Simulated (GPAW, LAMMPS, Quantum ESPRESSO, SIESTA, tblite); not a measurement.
**Amorphous 37Ga2O3-63Al2O3 (mol %) (135 atoms): other programs against plane waves**

One geometry of amorphous 37Ga2O3-63Al2O3 (mol %) (135 atoms) is solved by several programs and methods. How far do their forces lie from a plane-wave PBE run?

Results are calculated, not measured.

### 1. The cell

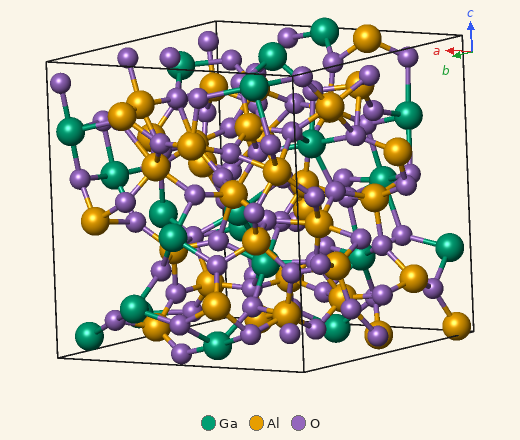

The cell (gallium teal, aluminium orange, oxygen purple). Bonds to atoms that aren't drawn are left out. Some periodic images of atoms are drawn too.

The cell holds 135 atoms (20 Ga, 34 Al and 81 O), with edges of 11.11, 11.11 and 11.11 Å. Recipe: 135 atoms (20 Fe, 34 Al, 81 O) placed at random at 3.55 g/cm³, melted at 5000 K for 10 ps at fixed volume with the Morse and Coulomb pair potential with partial charges (Pedone, Malavasi, Menziani, Cormack and Segre, J. Phys. Chem. B 110, 11780 (2006)). Quenched from 5000 K to 300 K at 50 K/ps and fixed volume, held 10 ps at zero pressure, then minimised at fixed cell. Then Fe was replaced by Ga and the cell scaled by 1.006 (the potential has no terms for the new elements, so the cell is a start for a DFT relaxation). The density is 4.37 g/cm³.

### 2. The reference input

Quantum ESPRESSO 7.5: Kohn-Sham DFT, PBE, SSSP efficiency 1.3.0 pseudopotentials, plane waves. Its input, pw.in:

```
&control
  calculation = 'scf'
  pseudo_dir = './pseudo'
  outdir = './tmp'
  disk_io = 'none'
  tprnfor = .true.
  tstress = .true.
/
&system
  ibrav = 0
  nat = 135
  ntyp = 3
  ecutwfc = 70
  ecutrho = 560
  nosym = .true.
  occupations = 'smearing'
  smearing = 'fd'
  degauss = 0.003675
/
&electrons
  conv_thr = 6.7e-07
  electron_maxstep = 100
  mixing_beta = 0.4
  mixing_mode = 'plain'
  diagonalization = 'david'
/
ATOMIC_SPECIES
Ga 69.723 Ga.upf
Al 26.982 Al.upf
O 15.999 O.upf
CELL_PARAMETERS angstrom
11.10507 0.00000 0.00000
0.00000 11.10507 0.00000
0.00000 0.00000 11.10507
ATOMIC_POSITIONS crystal
Ga 0.97498 0.55110 0.08886
Ga 0.22520 0.90361 0.93993
Ga 0.58445 0.89603 0.41209
Ga 0.30545 0.20283 0.26773
[... 129 atom lines left out ...]
O 0.23509 0.43912 0.52250
O 0.98668 0.94013 0.92006
K_POINTS gamma
```

```console
$ OMP_NUM_THREADS=1 mpirun -np 4 pw.x -in pw.in > output.txt
```

Elapsed: 15 min, on 4 MPI ranks of Arm Neoverse V2, shared host; peak memory 6.7 GiB.

It converged with an r.m.s. force component of 0.64 eV/Å and a pressure of 7.3 GPa.

Its highest filled and lowest empty levels lie 2.19 eV apart on its k-points.

### 3. The other programs

- GPAW 26.7.0: PAW with atomic orbitals (LCAO), plane waves or a real-space grid of spacing h.
- Quantum ESPRESSO 7.5: plane waves; labels (QE) give functional, pseudopotential set and cutoffs of waves/density.
- SIESTA 5.4.2: numerical atomic orbitals, whose automatically made sets are far from complete, with PseudoDojo norm-conserving potentials that we converted to its format (checked against plane waves on the same files for H, C, O, Si, Ge and Ca alone); labels give functional, basis size, energy shift and mesh cutoff.
- tblite 0.8.0: extended tight binding, driven from Python.

All use the same cell and atoms, and the electronic-structure runs the same k-mesh.

### 4. Side by side

Differences are against the reference: forces as r.m.s. over components, share as that over the reference's r.m.s. force, slope as the fitted ratio of a run's forces to the reference's.

```tsv
run	Δ force, r.m.s. (meV/Å)	share (%)	slope	Δ pressure (GPa)	Δ gap (eV)	cores	CPU time	memory (GiB)
reference	-	-	-	-	-	4	62 min	6.7
GPAW PBE, LCAO dzp, h 0.15 Å	244	38.4	0.965	-	-0.127	4	19 min	6.0
GPAW PBE, LCAO dzp, h 0.18 Å	247	38.8	0.964	-	-0.132	2	9.7 min	2.9
GPAW PBE, LCAO szp(dzp), h 0.18 Å (coarse)	278	43.6	0.902	-	-0.237	1	6 min	2.3
GPAW PBE, grid h 0.18 Å	141	22.2	0.941	-	-0.0162	4	26 min	4.9
QE PBE+D3(BJ), sssp-1.3.0-efficiency, 70/560 Ry	3.97	0.623	0.999	-3.27	0	4	61 min	6.7
QE PBE, sg15-1.2, 60/240 Ry (coarse)	67.9	10.7	0.925	-18.0	0.0219	4	32 min	3.2
SIESTA LDA, DZP, shift 0.01 Ry, mesh 500 Ry	83.6	13.1	1.007	-9.58	-0.168	4	17 min	4.2
SIESTA PBE, DZ, shift 0.01 Ry, mesh 500 Ry (coarse)	376	59.1	1.356	6.92	-0.185	2	5.3 min	2.2
SIESTA PBE, DZP, shift 0.001 Ry, mesh 500 Ry	109	17.1	0.983	2.43	-0.136	4	75 min	7.7
SIESTA PBE, DZP, shift 0.01 Ry, mesh 500 Ry	109	17.1	1.040	2.38	-0.103	4	17 min	4.2
SIESTA PBE, SZ, shift 0.01 Ry, mesh 500 Ry (coarse)	459	72.1	1.395	12.5	-0.519	1	3.2 min	1.5
tblite GFN1-xTB	331	52.0	0.800	13.9	-	1	15 s	0.18
```

Rows marked coarse were listed beforehand as settings not expected to be converged; some can still land near the reference.

CPU time is summed over cores on shared hosts, so it is rough.

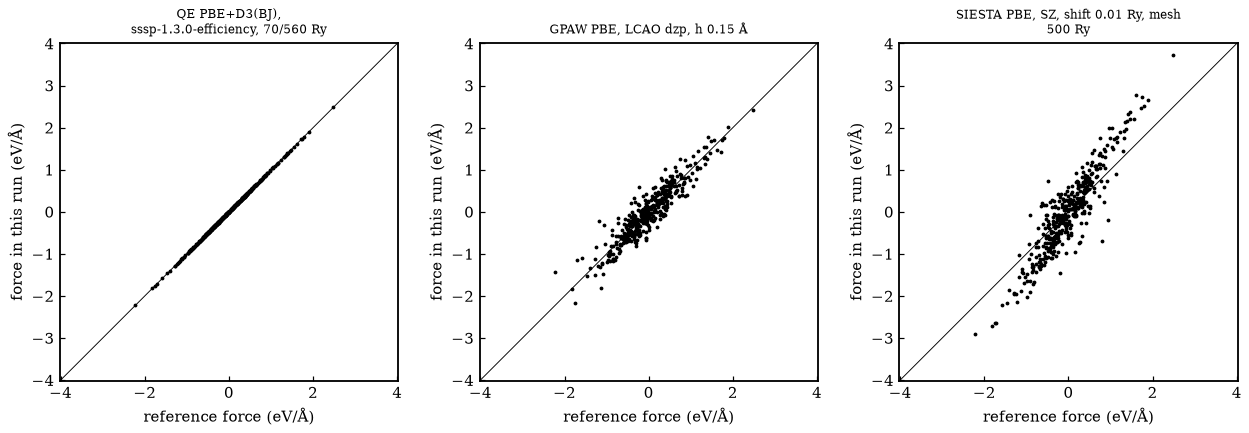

Force components against those of the reference; the line marks equality.

### 5. Findings

Forces lie from 0.62 % (QE PBE+D3(BJ), sssp-1.3.0-efficiency, 70/560 Ry) to 72 % (SIESTA PBE, SZ, shift 0.01 Ry, mesh 500 Ry, coarse) of the reference's r.m.s. force of 0.64 eV/Å away from it. Other PBE runs on plane waves or a grid: GPAW PBE, grid h 0.18 Å 22 % of the r.m.s. force; potentials, cutoffs or grids differ between them, and this table alone doesn't tell which side is nearer the exact PBE result. The PBE runs in local orbitals, coarse settings apart, differ by 17 % (SIESTA PBE, DZP, shift 0.001 Ry, mesh 500 Ry) to 39 % (GPAW PBE, LCAO dzp, h 0.18 Å); basis, grid and potentials can all enter. Tight binding differs by 52 % (tblite GFN1-xTB); it is another model, with fitted parameters of its own, and the xTB methods hold dispersion.

In the reference's own program, potentials and cutoffs, a change of model alone moves forces by 0.62 % (QE PBE+D3(BJ), sssp-1.3.0-efficiency, 70/560 Ry). Other rows with another functional or a dispersion term differ by 13 % (SIESTA LDA, DZP, shift 0.01 Ry, mesh 500 Ry), which mixes the change of model with differences of basis and potentials. Runs with settings chosen to be coarse differ by 11 % (QE PBE, sg15-1.2, 60/240 Ry) to 72 % (SIESTA PBE, SZ, shift 0.01 Ry, mesh 500 Ry), their programs' other errors included. From GPAW PBE, LCAO dzp, h 0.18 Å to the finer GPAW PBE, LCAO dzp, h 0.15 Å the share goes from 38.8 to 38.4 %, so the grid isn't what parts these runs from the reference. Pressures at PBE, coarse settings apart, lie +2.38 to +2.43 GPa from the reference's. Gaps at PBE, coarse settings apart, lie -0.14 to -0.02 eV from the reference's.

Caveats: Periodic xTB results under one method name differ between programs and library versions. The potentials hold different valence shells: 848 electrons in the reference, 648 in GPAW and 1120 in Quantum ESPRESSO with SG15; this bears on time and differences. GPAW's setups keep the filled d shell of Ga in the core. The reference's pressure holds the uncorrected Pulay stress of its 70 Ry basis, so small pressure differences may be the reference's own error. GPAW's Ga setup keeps the 3d shell in the core. The quench rate of 50 K/ps is many orders above laboratory rates, so the cell is likely richer in defects and strain than a real sample. The network of bonds at the start is that of the classical potential that made the cell, and needn't be the one that DFT or experiment would give. The reference's stress is far from hydrostatic: its diagonal is 5.3, 8.1, 8.4 GPa, compression counted positive. The electronic-structure runs sample only Γ, in a cell whose shortest periodic width is 11 Å. The reference's pressure of 7.3 GPa reflects the volume that the recipe set, positions that aren't this level's minimum and the basis. Spin–orbit coupling is left out. Where levels are smeared, the DFT runs use Fermi–Dirac occupations at 580 K (0.05 eV), and energies are free energies. The reference's cutoffs and mesh weren't converged further here.

[Logs are printed without paths, hosts, clocks, repeated set-up lines and the standing remarks that a program may print on its own settings, such as how far it seeks lower states.]

[Hosts, paths, dates, database ids (printed as entryN), source tags and the programs' standing remarks are cut or masked in the printed files.]

[Cells were taken only where this reference lay near another plane-wave run.]
